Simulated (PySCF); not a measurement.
## C$_{3}$H$_{7}$ClOSi: one change and its effect

System: C$_{3}$H$_{7}$ClOSi, SMILES C=CCO[SiH2]Cl.
Method of the first run: GIAO PBE0/6-31G NMR shielding, non-relativistic, gas phase (PySCF 2.14.0).

The geometry comes from this level: PBE0-D3(BJ)/def2-SVP. Text and figures count atoms from 1; the logs count them from 0 in places.

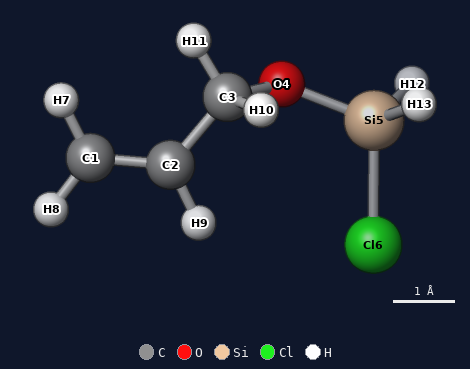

**Figure 1.** The structure (ball-and-stick view, seen at a tilt; atoms are numbered from 1 in the order of the input).

**Input, the first run**
```
{"job": {"kind": "nmr", "xc": "PBE0", "basis": "6-31G", "pop": true}, "charge": 0, "multiplicity": 1}
C     -2.468587     0.136934    -0.439918
C     -1.156637    -0.070679    -0.541590
C     -0.258591    -0.335447     0.625045
O      0.812974     0.586741     0.680898
Si     2.329220     0.324209     0.091384
Cl     2.329417     0.238764    -1.980552
H     -2.971614     0.144939     0.532931
H     -3.091847     0.303469    -1.322186
H     -0.669800    -0.064790    -1.524064
H      0.129520    -1.372740     0.566837
H     -0.823853    -0.254861     1.567394
H      3.159297     1.473660     0.516375
H      2.851937    -0.989193     0.561762
```

The first line tells a small driver script what to run in PySCF; the rest is the geometry in Å.

Launched with:
```bash
OMP_NUM_THREADS=1 python <driver script> task.json out
```

Hardware: 1 CPU thread, shared host.

**Output (the first run)**
```
coarse grid: 11936 points
cycle   1  E = -942.7852409018  dE =  6.942e-01  |g| = 6.615e-01  |ddm| = 3.271e+00
cycle   2  E = -942.6441358908  dE =  1.411e-01  |g| = 1.086e+00  |ddm| = 1.883e+00
cycle   3  E = -942.8844656654  dE = -2.403e-01  |g| = 1.326e-01  |ddm| = 1.232e+00
cycle   4  E = -942.8891443957  dE = -4.679e-03  |g| = 2.894e-02  |ddm| = 2.112e-01
cycle   5  E = -942.8893326184  dE = -1.882e-04  |g| = 1.499e-02  |ddm| = 4.265e-02
cycle   6  E = -942.8893923471  dE = -5.973e-05  |g| = 2.068e-03  |ddm| = 1.474e-02
cycle   7  E = -942.8893936239  dE = -1.277e-06  |g| = 3.973e-04  |ddm| = 3.313e-03
final grid: 106112 points
cycle   8  E = -942.8280159315  dE = -7.996e-06  |g| = 7.703e-03  |ddm| = 1.821e-02
cycle   9  E = -942.8280041308  dE =  1.180e-05  |g| = 1.107e-02  |ddm| = 1.683e-02
cycle  10  E = -942.8280291906  dE = -2.506e-05  |g| = 1.438e-03  |ddm| = 1.036e-02
cycle  11  E = -942.8280296802  dE = -4.897e-07  |g| = 8.256e-05  |ddm| = 1.545e-03
cycle  12  E = -942.8280296813  dE = -1.015e-09  |g| = 6.395e-05  |ddm| = 1.744e-04
cycle  13  E = -942.8280296823  dE = -1.047e-09  |g| = 1.838e-05  |ddm| = 6.882e-05
cycle  14  E = -942.8280296824  dE = -1.005e-10  |g| = 3.091e-06  |ddm| = 2.290e-05
converged SCF energy = -942.8280296824

GIAO shielding tensors (ppm)
atom      isotropic    diamagn.    paramagn.     s11        s22        s33       span
  0 C       82.045     256.111    -174.066    -19.050     92.696    172.490    191.540
  1 C       64.901     254.328    -189.427    -44.972     73.417    166.256    211.228
  2 C      129.820     241.586    -111.766    101.946    121.709    165.805     63.859
  3 O      277.529     398.657    -121.128    215.457    268.202    348.929    133.472
  4 Si     416.349     879.044    -462.696    377.231    399.532    472.283     95.051
  5 Cl     935.130    1147.951    -212.820    757.827    982.408   1065.156    307.329
  6 H       26.907      30.597      -3.691     23.645     26.347     30.728      7.084
  7 H       26.958      28.973      -2.015     24.108     26.115     30.651      6.543
  8 H       25.909      29.918      -4.009     23.045     23.504     31.177      8.132
  9 H       28.389      29.526      -1.137     24.524     28.206     32.438      7.914
 10 H       27.985      30.276      -2.292     23.519     26.963     33.473      9.954
 11 H       27.014      28.426      -1.412     22.378     24.885     33.780     11.402
 12 H       27.080      28.123      -1.043     22.456     25.403     33.381     10.925
```

For the second run the input was changed thus:
```diff
-"basis": "6-31G"
+"basis": "STO-3G"
```

What does this change do to the results?

The total energy of the second run is 6673.7 kcal/mol higher, which measures the change of basis and not a stability. The HOMO goes from −7.65 to −5.04 eV. The LUMO goes from 0.06 to 3.15 eV. The dipole moment goes from 2.24 to 2.61 D. Of all shieldings, the largest change is that of Cl6, by +234.9 ppm. The SCF takes 12 iterations against 14. The basis functions go from 76 to 45.

**Output (the second run)**
```
coarse grid: 11936 points
cycle   1  E = -932.1247145871  dE =  2.607e-01  |g| = 5.591e-01  |ddm| = 4.424e+00
cycle   2  E = -932.0472726860  dE =  7.744e-02  |g| = 8.269e-01  |ddm| = 2.017e+00
cycle   3  E = -932.2427792394  dE = -1.955e-01  |g| = 8.091e-02  |ddm| = 1.252e+00
cycle   4  E = -932.2453300373  dE = -2.551e-03  |g| = 2.883e-02  |ddm| = 2.031e-01
cycle   5  E = -932.2455295662  dE = -1.995e-04  |g| = 1.712e-02  |ddm| = 5.354e-02
cycle   6  E = -932.2456200832  dE = -9.052e-05  |g| = 1.392e-03  |ddm| = 2.172e-02
cycle   7  E = -932.2456207596  dE = -6.764e-07  |g| = 2.533e-04  |ddm| = 2.608e-03
final grid: 106112 points
cycle   8  E = -932.1928097141  dE = -4.187e-06  |g| = 4.497e-03  |ddm| = 1.424e-02
cycle   9  E = -932.1928086227  dE =  1.091e-06  |g| = 4.865e-03  |ddm| = 1.294e-02
cycle  10  E = -932.1928159476  dE = -7.325e-06  |g| = 4.396e-04  |ddm| = 7.296e-03
cycle  11  E = -932.1928160155  dE = -6.790e-08  |g| = 6.098e-05  |ddm| = 7.440e-04
cycle  12  E = -932.1928160165  dE = -9.741e-10  |g| = 2.477e-05  |ddm| = 9.892e-05
converged SCF energy = -932.1928160165

GIAO shielding tensors (ppm)
atom      isotropic    diamagn.    paramagn.     s11        s22        s33       span
  0 C      127.177     252.573    -125.396     35.995    135.234    210.302    174.307
  1 C      124.248     253.563    -129.314     33.641    130.019    209.085    175.443
  2 C      174.709     247.471     -72.763    150.502    162.601    211.023     60.521
  3 O      394.290     376.457      17.833    286.905    429.784    466.181    179.276
  4 Si     534.329     866.807    -332.478    462.370    533.070    607.546    145.177
  5 Cl    1170.076    1130.563      39.513   1081.153   1178.346   1250.730    169.577
  6 H       27.401      30.953      -3.553     24.043     26.043     32.116      8.074
  7 H       27.202      29.524      -2.322     24.300     25.733     31.573      7.273
  8 H       27.077      32.193      -5.116     23.231     26.033     31.966      8.735
  9 H       30.558      32.305      -1.746     26.480     29.727     35.468      8.988
 10 H       29.575      31.751      -2.176     24.651     28.135     35.938     11.286
 11 H       29.076      29.631      -0.555     24.489     26.481     36.259     11.769
 12 H       29.434      30.548      -1.113     24.876     27.008     36.419     11.542
```

**The two runs side by side**

```csv
quantity,the first run,the second run
outcome,converged,converged
total energy (hartree),−942.828030,−932.192816
HOMO (eV),−7.65,−5.04
LUMO (eV),0.06,3.15
dipole moment (D),2.24,2.61
shielding of C1 (ppm),82.0,127.2
shielding of C2 (ppm),64.9,124.2
shielding of C3 (ppm),129.8,174.7
shielding of O4 (ppm),277.5,394.3
shielding of Si5 (ppm),416.3,534.3
shielding of Cl6 (ppm),935.1,1170.1
shielding of H13 (ppm),27.1,29.4
SCF iterations,14,12
basis functions,76,45
wall time (shared host),15 s,7.2 s
```
